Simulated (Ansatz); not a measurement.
**NH2 (SMILES [NH2]): UBCCD(T)/def2-TZVPPD**

What is the vertical ionisation energy of NH2 at UBCCD(T)/def2-TZVPPD? 

The results are computed with Ansatz 0.2.0.

34 further runs of the same task are left out: 34 set aside as unsound or not needed.

### Step 1. The structure to begin with

NH2: 3 atoms, total charge 0, spin state doublet. As SMILES, `[NH2]`. The shape is that of a PBE0-D4/def2-TZVP optimisation.

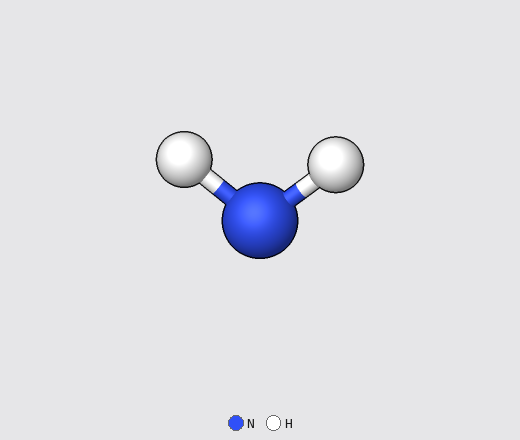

The structure, seen from a chosen angle (nitrogen blue, hydrogen white).

### Step 2. A single-point energy at UBCCD(T)/def2-TZVPPD

input.yaml

```yaml
crystal:
  periodic: [false, false, false]
  atoms:
    - {symbol: N, position_ang: [0.337090, -0.200010, 0.166180]}
    - {symbol: H, position_ang: [0.130750, 0.805920, 0.159430]}
    - {symbol: H, position_ang: [-0.467840, -0.605900, -0.325600]}
basis:
  gaussian: {orbitals: def2-TZVPPD.json}
magnetization: {spin_polarized: true, initial_magnetization: 1}
correlation: {method: bccd_t, frozen_orbitals: {H: 0, "N": 1}}
accuracy: high
scf: {omitted_lower_state_checks: [cluster_reference, increment]}
```

The basis set def2-TZVPPD is read from a file made from the Basis Set Exchange's data (not shown).

On the command line:

```bash
$ ansatz run input.yaml --threads 1 --pin off --max-ram 3480MiB --events-out events.jsonl --progress --plain --runs-dir runs
```

What it wrote, shortened:

```text
Warning: RAYON_NUM_THREADS=1 ignored (pool sized by the plan → 1); use --threads N
Functional definition: HF
  name "HF"
[...]
1087 factors; integrals over basis functions are off by at most 3.7e-9 eV
[...]
mean field -1512.66469885 eV, -55.5894023618 hartree, gradient 2.2e-8 eV, S^2 0.759650; 0 other end points of the search recorded, 0 dependent functions left out
1 core orbitals not correlated: weight in the atoms' cores, before any rotation towards them, 1.000 or more for the frozen orbitals, at most 0.000 for the correlated occupied ones
reference -1512.66469885 eV, -55.5894023618 hartree; 4, 3 occupied and 66, 67 virtual orbitals, 1087 factors
second order -5.04375795 eV of doubles, -0.00000000 eV of singles
cycle   1  -5.37176440 eV  change   -3.3e-1 eV  update   4.0e-2
[...]
cycle  22  -5.51350754 eV  change   6.5e-11 eV  update  3.4e-10
perturbative correction -0.16646137 eV, -0.0061173425 hartree
Total energy: -1518.34466776 eV, -55.7981373691 hartree
Checks for a lower state left out: cluster_reference, increment
```

Run time: 6.3 s. Hardware: 1 thread of Intel Xeon Platinum 8375C at 2.90GHz (Ice Lake), shared host; peak memory 0.57 GiB.

### Step 3. The singlet cation, same level

molecule.yaml

```yaml
crystal:
  periodic: [false, false, false]
  atoms:
    - {symbol: "N", position_ang: [0.337090, -0.200010, 0.166180]}
    - {symbol: H, position_ang: [0.130750, 0.805920, 0.159430]}
    - {symbol: H, position_ang: [-0.467840, -0.605900, -0.325600]}
basis:
  gaussian: {orbitals: def2-TZVPPD.json}
total_charge: 1
correlation: {method: bccd_t, frozen_orbitals: {H: 0, "N": 1}}
accuracy: high
scf: {omitted_lower_state_checks: [cluster_reference, increment]}
```

The basis set def2-TZVPPD is read from a file made from the Basis Set Exchange's data (not shown).

On the command line:

```bash
$ ansatz run molecule.yaml --threads 1 --pin off --max-ram 3480MiB --events-out events.jsonl --progress --plain --runs-dir runs
```

What it wrote, shortened:

```text
Warning: RAYON_NUM_THREADS=1 ignored (pool sized by the plan → 1); use --threads N
[... 2 set-up lines as earlier in the session ...]
[...]
1087 factors; integrals over basis functions are off by at most 3.7e-9 eV
[...]
mean field -1500.87179650 eV, -55.1560211938 hartree, gradient 5.3e-8 eV, S^2 0.000000; 0 other end points of the search recorded, 0 dependent functions left out; unrestricted orbitals would lower it
1 core orbitals not correlated: weight in the atoms' cores, before any rotation towards them, 1.000 or more for the frozen orbitals, at most 0.000 for the correlated occupied ones
reference -1500.87179650 eV, -55.1560211938 hartree; 3, 3 occupied and 67, 67 virtual orbitals, 1087 factors
second order -4.18661211 eV of doubles, -0.00000000 eV of singles
cycle   1  -4.65948648 eV  change   -4.7e-1 eV  update   4.5e-2
[...]
cycle  22  -4.90931419 eV  change  -1.5e-10 eV  update  3.5e-10
perturbative correction -0.13215528 eV, -0.0048566170 hartree
Total energy: -1505.91326596 eV, -55.3412917795 hartree
Checks for a lower state left out: cluster_reference, increment
```

Run time: 2.8 s. Hardware: 1 thread of Intel Xeon Platinum 8375C at 2.90GHz (Ice Lake), shared host; peak memory 0.32 GiB.

### Step 4. Results

Level: UBCCD(T)/def2-TZVPPD, 1 core orbital frozen.

| quantity | value |
| --- | --- |
| doublet NH2: total energy | -55.79814 Eh |
| doublet NH2: correlation energy (1 core orbital frozen) | -208.7 mEh |
| doublet NH2: (T) correction | -6.12 mEh |
| doublet NH2: ⟨S²⟩ of the reference determinant | 0.760 |
| singlet cation: total energy | -55.34129 Eh |
| singlet cation: correlation energy (1 core orbital frozen) | -185.3 mEh |
| singlet cation: (T) correction | -4.86 mEh |
| vertical ionisation energy (to the singlet cation) | 12.431 eV |

In words: Removing an electron at fixed nuclei costs 12.43 eV (1199 kJ/mol). Only the singlet of the ionised species was computed; a triplet could lie lower. The triples (doublet NH2) make up 2.9 % of the correlation energy. The restricted solution (singlet cation) is unstable to spin breaking: an unrestricted one lies lower. The triples (singlet cation) make up 2.6 % of the correlation energy.
